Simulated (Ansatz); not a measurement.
# GeC+ (quartet): one geometry, many settings at distance Ge1–C2 = 1.740 Å

What do other methods and options give for GeC+ (quartet) at this geometry, and how long do they take?

Computed with Ansatz 0.2.0, Gaussian basis. Level: the settings change from run to run.

15 further runs of the same task are left out: 11 that didn't finish, 4 set aside as unsound or not needed.

### 1 The geometry

The geometry derives from a PBE0/def2-TZVP stationary point (not a proven minimum). One bond is set to the value named and the two fragments are kept rigid. No spin-orbit coupling is included. The filled d shell of Ge may be among the frozen orbitals whatever the setting's name suggests; the logs give the count.

2 atoms, charge 1, spin multiplicity 4.

Atoms are counted from 1 here; the program's logs count them from 0.

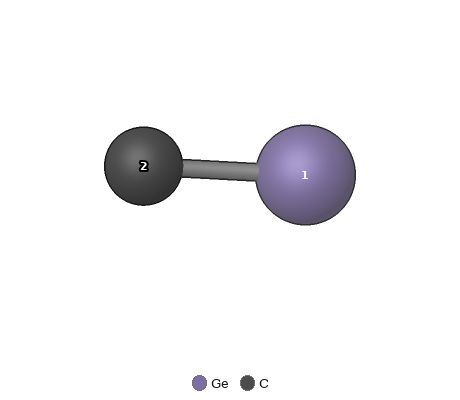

The geometry (germanium purple, carbon dark grey); atoms are numbered from 1 in the order of the file.

### 2 CASCI(3,5)/cc-pVDZ

Input file in.yaml:

```yaml
crystal:
  periodic: [false, false, false]
  atoms:
    - {symbol: Ge, position_ang: [0.000000, 0.000000, 0.000000]}
    - {symbol: C, position_ang: [0.000000, 0.000000, 1.740000]}
basis:
  gaussian: {orbitals: cc-pVDZ}
total_charge: 1
magnetization: {spin_polarized: false, initial_magnetization: 3}
correlation: {active_space: {window: {electrons: 3, orbitals: 5}, fixed_orbitals: true}}
```

Command:

```
$ ansatz run in.yaml --threads 1 --pin off --events-out ev --progress --plain --max-ram 2393MiB
```

What it wrote:

```text
Functional definition: HF
  name "HF"
  cite "Fock, Z. Phys. 61, 126 (1930) doi:10.1007/BF01340294"
  parent pbe
  exchange = exact_x
  correlation = 0
462 factors; integrals over basis functions are off by at most 8.2e-4 eV
mean field evaluation 1: about -57488.6799 eV, gradient 1.7e1 eV
mean field evaluation 2: about -57488.6832 eV, gradient 1.7e1 eV
mean field evaluation 4: about -57490.6962 eV, gradient 2.9e0 eV
mean field evaluation 8: about -57491.2893 eV, gradient 6.4e-1 eV
mean field evaluation 16: about -57487.0188 eV, gradient 6.1e0 eV
mean field -57491.29627070 eV, -2112.7661689479 hartree, gradient 1.2e-6 eV, S^2 3.750000; 1 other end points of the search recorded, 0 dependent functions left out
reference -57491.29627070 eV, -2112.7661689479 hartree; 20, 17 occupied and 21, 24 virtual orbitals, 462 factors
state -57491.34208353 eV, -2112.7678525383 hartree
Total energy: -57491.34208353 eV, -2112.7678525383 hartree
```

Run time: 0.45 s. Hardware: 1 thread of Arm Neoverse V2, shared host.

From the report: 4 determinants; active occupations 1.00, 1.00, 1.00, 0.00, 0.00.

### 3 CCSD on ROHF/def2-SVP

Input file in.yaml:

```yaml
crystal:
  periodic: [false, false, false]
  atoms:
    - {symbol: Ge, position_ang: [0.000000, 0.000000, 0.000000]}
    - {symbol: C, position_ang: [0.000000, 0.000000, 1.740000]}
basis:
  gaussian: {orbitals: def2-SVP}
total_charge: 1
magnetization: {spin_polarized: false, initial_magnetization: 3}
correlation: {method: ccsd, electrons: outside_noble_gas}
```

Same command.

What it wrote, cut to the lines that bear on the results:

```text
Functional definition: HF
  name "HF"
  cite "Fock, Z. Phys. 61, 126 (1930) doi:10.1007/BF01340294"
  parent pbe
[...]
460 factors; integrals over basis functions are off by at most 1.2e-3 eV
[...]
mean field -57483.95005339 eV, -2112.4962004413 hartree, gradient 1.1e-6 eV, S^2 3.750000; 1 other end points of the search recorded, 0 dependent functions left out
15 core orbitals not correlated: weight in the atoms' cores, before any rotation towards them, 0.997 or more for the frozen orbitals, at most 0.002 for the correlated occupied ones
reference -57483.95005339 eV, -2112.4962004413 hartree; 5, 2 occupied and 26, 29 virtual orbitals, 460 factors
second order -2.84091853 eV of doubles, -0.02880013 eV of singles
cycle   1  -3.37533558 eV  change   -5.1e-1 eV  update   7.5e-2
[...]
cycle  11  -3.71873889 eV  change    1.8e-6 eV  update   5.4e-6
Total energy: -57487.66879228 eV, -2112.6328615749 hartree
```

Run time: 1.3 s. Hardware: 1 thread of Arm Neoverse V2, shared host.

From the report: correlation -3.7187 eV; T1 0.050; largest double amplitude 0.08.

### 4 NEVPT4(SD)(3,4)/cc-pVDZ

Input file in.yaml:

```yaml
crystal:
  periodic: [false, false, false]
  atoms:
    - {symbol: Ge, position_ang: [0.000000, 0.000000, 0.000000]}
    - {symbol: C, position_ang: [0.000000, 0.000000, 1.740000]}
basis:
  gaussian: {orbitals: cc-pVDZ}
total_charge: 1
magnetization: {spin_polarized: false, initial_magnetization: 3}
correlation: {method: fic_nevpt4_sd, electrons: outside_noble_gas, active_space: {window: {electrons: 3, orbitals: 4}, states: [{multiplicity: 4, weights: [0.5, 1, 0.5, 0.5]}], root: 2}}
```

The command is unchanged.

What it wrote, cut to the lines that bear on the results:

```text
Functional definition: HF
  name "HF"
  cite "Fock, Z. Phys. 61, 126 (1930) doi:10.1007/BF01340294"
  parent pbe
[...]
774 factors; integrals over basis functions are off by at most 1.5e-7 eV
[...]
mean field -57491.29641507 eV, -2112.7661742536 hartree, gradient 9.7e-7 eV, S^2 3.750000; 1 other end points of the search recorded, 0 dependent functions left out
reference -57491.29641507 eV, -2112.7661742536 hartree; 20, 17 occupied and 21, 24 virtual orbitals, 774 factors
state -57490.37108778 eV, -2112.7321691026 hartree
state -57486.40452360 eV, -2112.5864005578 hartree
state -57486.18520131 eV, -2112.5783406123 hartree
state -57485.01989615 eV, -2112.5355164374 hartree
state -57490.37108778 eV, -2112.7321691026 hartree; corrected -57495.14465797 eV, -2112.9075945717 hartree
state -57486.40452360 eV, -2112.5864005578 hartree; corrected -57490.23591265 eV, -2112.7272015085 hartree
state -57486.18520131 eV, -2112.5783406123 hartree; corrected -57490.92944452 eV, -2112.7526883345 hartree
state -57485.01989615 eV, -2112.5355164374 hartree; corrected -57490.40773421 eV, -2112.7335158344 hartree
Total energy: -57490.92944452 eV, -2112.7526883345 hartree
```

Run time: 2 s. Hardware: 1 thread of Arm Neoverse V2, shared host.

From the report: 2 determinants; active occupations (of the averaged states) 0.80, 0.80, 0.80, 0.60.

### 5 MP2 on ROHF/def2-SVP

Input file in.yaml:

```yaml
crystal:
  periodic: [false, false, false]
  atoms:
    - {symbol: Ge, position_ang: [0.000000, 0.000000, 0.000000]}
    - {symbol: C, position_ang: [0.000000, 0.000000, 1.740000]}
basis:
  gaussian: {orbitals: def2-SVP}
total_charge: 1
magnetization: {spin_polarized: false, initial_magnetization: 3}
hamiltonian: {pseudopotentials: {relativity: scalar}}
correlation: {method: mp2, electrons: outside_noble_gas}
output: {forces: true}
```

Same command.

What it wrote, cut to the lines that bear on the results:

```text
Functional definition: HF
  name "HF"
  cite "Fock, Z. Phys. 61, 126 (1930) doi:10.1007/BF01340294"
  parent pbe
[...]
457 factors; integrals over basis functions are off by at most 1.2e-3 eV
[...]
mean field -57950.66857507 eV, -2129.6477897597 hartree, gradient 2.2e-6 eV, S^2 3.750000; 1 other end points of the search recorded, 0 dependent functions left out
[...]
15 core orbitals not correlated: weight in the atoms' cores, before any rotation towards them, 0.997 or more for the frozen orbitals, at most 0.002 for the correlated occupied ones
reference -57950.66857507 eV, -2129.6477897597 hartree; 5, 2 occupied and 26, 29 virtual orbitals, 457 factors
second order -2.85314334 eV of doubles, -0.02889020 eV of singles
[...]
Total energy: -57953.55060861 eV, -2129.7537025388 hartree
Relativity: scalar
Atom 0 at     0.000000     0.000000     0.000000 Å, force    -0.000000    -0.000000    -5.019824 eV/Å
Atom 1 at     0.000000     0.000000     1.740000 Å, force     0.000000     0.000000     5.019824 eV/Å
Dipole moment:     0.000000     0.000000     0.037039 e Å
```

Wall time 1.3 s (1 thread of Arm Neoverse V2, shared host).

### 6 MP2 on UHF/cc-pVDZ

Input file in.yaml:

```yaml
crystal:
  periodic: [false, false, false]
  atoms:
    - {symbol: Ge, position_ang: [0.000000, 0.000000, 0.000000]}
    - {symbol: C, position_ang: [0.000000, 0.000000, 1.740000]}
basis:
  gaussian: {orbitals: cc-pVDZ}
total_charge: 1
magnetization: {spin_polarized: true, initial_magnetization: 3}
correlation: {method: mp2, electrons: valence}
accuracy: high
scf: {lower_state_search: full}
```

Same command.

What it wrote, cut to the lines that bear on the results:

```text
Functional definition: HF
  name "HF"
  cite "Fock, Z. Phys. 61, 126 (1930) doi:10.1007/BF01340294"
  parent pbe
[...]
784 factors; integrals over basis functions are off by at most 4.4e-9 eV
[...]
mean field -57491.33726912 eV, -2112.7676756121 hartree, gradient 1.8e-8 eV, S^2 3.753282; 12 other end points of the search recorded, 0 dependent functions left out
10 core orbitals not correlated: weight in the atoms' cores, before any rotation towards them, 1.000 or more for the frozen orbitals, at most 0.000 for the correlated occupied ones
reference -57491.33726912 eV, -2112.7676756121 hartree; 10, 7 occupied and 21, 24 virtual orbitals, 784 factors
second order -3.30181685 eV of doubles, -0.00000000 eV of singles
Total energy: -57494.63908597 eV, -2112.8890151434 hartree
```

Run time: 2.6 s. Hardware: 1 thread of Arm Neoverse V2, shared host.

From the report: ⟨S²⟩ of the determinant 3.753 (pure quartet: 3.75).

### 7 NEVPT4(SD)(5,8)/6-31G

Input file in.yaml:

```yaml
crystal:
  periodic: [false, false, false]
  atoms:
    - {symbol: Ge, position_ang: [0.000000, 0.000000, 0.000000]}
    - {symbol: C, position_ang: [0.000000, 0.000000, 1.740000]}
basis:
  gaussian: {orbitals: 6-31G}
total_charge: 1
magnetization: {spin_polarized: false, initial_magnetization: 3}
correlation: {method: fic_nevpt4_sd, electrons: outside_noble_gas, active_space: {window: {electrons: 5, orbitals: 8}}}
scf: {lower_state_search: full}
```

Launched as before.

What it wrote, cut to the lines that bear on the results:

```text
Functional definition: HF
  name "HF"
  cite "Fock, Z. Phys. 61, 126 (1930) doi:10.1007/BF01340294"
  parent pbe
[...]
378 factors; integrals over basis functions are off by at most 4.9e-4 eV
[...]
mean field -57482.59943049 eV, -2112.4465659652 hartree, gradient 7.4e-7 eV, S^2 3.750000; 6 other end points of the search recorded, 0 dependent functions left out
reference -57482.59943049 eV, -2112.4465659652 hartree; 20, 17 occupied and 18, 21 virtual orbitals, 378 factors
state -57483.91388195 eV, -2112.4948711653 hartree
state -57483.91388195 eV, -2112.4948711653 hartree; corrected -57484.92905682 eV, -2112.5321781536 hartree
Total energy: -57484.92905682 eV, -2112.5321781536 hartree
```

It took 4.3 s on 1 thread of Arm Neoverse V2, shared host.

From the report: 160 determinants; active occupations 1.96, 1.00, 0.99, 0.99, 0.02, 0.02, 0.02, 0.00.

### 8 CCSD(T) on ROHF/cc-pVDZ

Input file in.yaml:

```yaml
crystal:
  periodic: [false, false, false]
  atoms:
    - {symbol: Ge, position_ang: [0.000000, 0.000000, 0.000000]}
    - {symbol: C, position_ang: [0.000000, 0.000000, 1.740000]}
basis:
  gaussian: {orbitals: cc-pVDZ}
total_charge: 1
magnetization: {spin_polarized: false, initial_magnetization: 3}
correlation: {method: ccsd_t, electrons: valence}
```

Launched as before.

What it wrote, cut to the lines that bear on the results:

```text
Functional definition: HF
  name "HF"
  cite "Fock, Z. Phys. 61, 126 (1930) doi:10.1007/BF01340294"
  parent pbe
[...]
462 factors; integrals over basis functions are off by at most 8.2e-4 eV
[...]
mean field -57491.29627070 eV, -2112.7661689479 hartree, gradient 1.2e-6 eV, S^2 3.750000; 1 other end points of the search recorded, 0 dependent functions left out
[...]
10 core orbitals not correlated: weight in the atoms' cores, before any rotation towards them, 1.000 or more for the frozen orbitals, at most 0.000 for the correlated occupied ones
reference -57491.29627070 eV, -2112.7661689479 hartree; 10, 7 occupied and 21, 24 virtual orbitals, 462 factors
second order -3.30921329 eV of doubles, -0.02859657 eV of singles
cycle   1  -3.85220992 eV  change   -5.1e-1 eV  update   7.8e-2
[...]
cycle  11  -4.22317589 eV  change    3.8e-6 eV  update   5.0e-6
perturbative correction -0.16409503 eV, -0.0060303812 hartree
Total energy: -57495.68354162 eV, -2112.9273981804 hartree
```

Run time: 1.7 s. Hardware: 1 thread of Arm Neoverse V2, shared host.

From the report: correlation -4.3873 eV; T1 0.033; largest double amplitude 0.08.

### 9 HF/cc-pVDZ

in.yaml, as its differences from that of step 8:

```diff
@@ -9,2 +9,3 @@
 magnetization: {spin_polarized: false, initial_magnetization: 3}
-correlation: {method: ccsd_t, electrons: valence}
+hamiltonian: {xc: hf}
+output: {forces: true, orbitals: {seedname: orbitals}}
```

Launched as before.

What it wrote:

```text
Functional definition: HF
  name "HF"
  cite "Fock, Z. Phys. 61, 126 (1930) doi:10.1007/BF01340294"
  parent pbe
  exchange = exact_x
  correlation = 0
462 factors; integrals over basis functions are off by at most 8.2e-4 eV
mean field evaluation 1: about -57488.6799 eV, gradient 1.7e1 eV
mean field evaluation 2: about -57488.6832 eV, gradient 1.7e1 eV
mean field evaluation 4: about -57490.6962 eV, gradient 2.9e0 eV
mean field evaluation 8: about -57491.2893 eV, gradient 6.4e-1 eV
mean field evaluation 16: about -57486.6231 eV, gradient 1.2e1 eV
mean field -57491.29627070 eV, -2112.7661689479 hartree, gradient 2.2e-5 eV, S^2 3.750000; 0 other end points of the search recorded, 0 dependent functions left out
the calculation of the forces begins
reference -57491.29627070 eV, -2112.7661689479 hartree; 20, 17 occupied and 21, 24 virtual orbitals, 462 factors
Total energy: -57491.29627070 eV, -2112.7661689479 hartree
Atom 0 at     0.000000     0.000000     0.000000 Å, force     0.000000     0.000000    -4.785534 eV/Å
Atom 1 at     0.000000     0.000000     1.740000 Å, force    -0.000000    -0.000000     4.785534 eV/Å
Dipole moment:    -0.000000     0.000000     0.072159 e Å
```

It took 0.57 s on 1 thread of Arm Neoverse V2, shared host.

### 10 MRCISD+Q(relaxed)(7,5)/def2-SVP

Input file in.yaml:

```yaml
crystal:
  periodic: [false, false, false]
  atoms:
    - {symbol: Ge, position_ang: [0.000000, 0.000000, 0.000000]}
    - {symbol: C, position_ang: [0.000000, 0.000000, 1.740000]}
basis:
  gaussian: {orbitals: def2-SVP}
total_charge: 1
magnetization: {spin_polarized: false, initial_magnetization: 3}
correlation: {method: fic_mrcisd_q_relaxed, electrons: outside_noble_gas, active_space: {window: {electrons: 7, orbitals: 5}}}
```

Launched as before.

What it wrote, cut to the lines that bear on the results:

```text
Functional definition: HF
  name "HF"
  cite "Fock, Z. Phys. 61, 126 (1930) doi:10.1007/BF01340294"
  parent pbe
[...]
460 factors; integrals over basis functions are off by at most 1.2e-3 eV
[...]
mean field -57483.95005339 eV, -2112.4962004413 hartree, gradient 1.1e-6 eV, S^2 3.750000; 1 other end points of the search recorded, 0 dependent functions left out
reference -57483.95005339 eV, -2112.4962004413 hartree; 20, 17 occupied and 26, 29 virtual orbitals, 460 factors
state -57483.95005339 eV, -2112.4962004413 hartree
contracted CI cycle   1: correlation 0.00000000 eV, 0.0000000000 hartree, residual 1.39e1 eV
contracted CI cycle   2: correlation -3.26164738 eV, -0.1198633305 hartree, residual 2.76e0 eV
contracted CI cycle   3: correlation -3.45691824 eV, -0.1270394022 hartree, residual 1.49e0 eV
contracted CI cycle   4: correlation -3.50949865 eV, -0.1289716965 hartree, residual 6.52e-1 eV
contracted CI cycle   5: correlation -3.51959842 eV, -0.1293428564 hartree, residual 2.51e-1 eV
contracted CI cycle   6: correlation -3.52123625 eV, -0.1294030454 hartree, residual 9.03e-2 eV
contracted CI cycle   7: correlation -3.52144601 eV, -0.1294107539 hartree, residual 2.82e-2 eV
contracted CI cycle   8: correlation -3.52146399 eV, -0.1294114148 hartree, residual 9.50e-3 eV
contracted CI cycle   9: correlation -3.52146587 eV, -0.1294114839 hartree, residual 4.32e-3 eV
contracted CI cycle  10: correlation -3.52146634 eV, -0.1294115012 hartree, residual 1.89e-3 eV
contracted CI cycle  11: correlation -3.52146643 eV, -0.1294115043 hartree, residual 6.32e-4 eV
state -57483.95005339 eV, -2112.4962004413 hartree; corrected -57487.81368256 eV, -2112.6381861943 hartree
Total energy: -57487.81368256 eV, -2112.6381861943 hartree
```

It took 1.1 s on 1 thread of Arm Neoverse V2, shared host.

From the report: 3 determinants; active occupations 2.00, 2.00, 1.00, 1.00, 1.00.

### 11 All runs side by side

Where basis and cores are those of an earlier FCI/cc-pVDZ run (-57495.2524 eV), and the state is the same kind, the miss against it is given.

| level | correlated | functions | energy (eV) | from FCI (meV) | time |
| --- | --- | --- | --- | --- | --- |
| CASCI(3,5)/cc-pVDZ |  | 41 | -57491.3421 | 3910.3 | 0.45 s |
| CCSD on ROHF/def2-SVP | outside noble gas | 46 | -57487.6688 |  | 1.3 s |
| NEVPT4(SD)(3,4)/cc-pVDZ (excited root 2 of an average) | outside noble gas | 41 | -57490.9294 |  | 2 s |
| MP2 on ROHF/def2-SVP (relativity set) | outside noble gas | 46 | -57953.5506 |  | 1.3 s |
| MP2 on UHF/cc-pVDZ | valence | 41 | -57494.6391 |  | 2.6 s |
| NEVPT4(SD)(5,8)/6-31G | outside noble gas | 38 | -57484.9291 |  | 4.3 s |
| CCSD(T) on ROHF/cc-pVDZ | valence | 41 | -57495.6835 |  | 1.7 s |
| HF/cc-pVDZ |  | 41 | -57491.2963 | 3956.1 | 0.57 s |
| MRCISD+Q(relaxed)(7,5)/def2-SVP | outside noble gas | 46 | -57487.8137 |  | 1.1 s |

### 12 Summary of results

| quantity | value |
| --- | --- |
| runs | 9 |
| quickest | CASCI(3,5)/cc-pVDZ, 0.45 s |
| slowest | NEVPT4(SD)(5,8)/6-31G, 4.3 s |

What this shows: Total energies in different bases, with other cores or another treatment of relativity can't be set against each other. NEVPT4(SD)(5,8)/6-31G took 10 times as long as CASCI(3,5)/cc-pVDZ; the jobs differ in more than the method. Hartree-Fock, CASSCF and CASCI lack dynamic correlation by design.
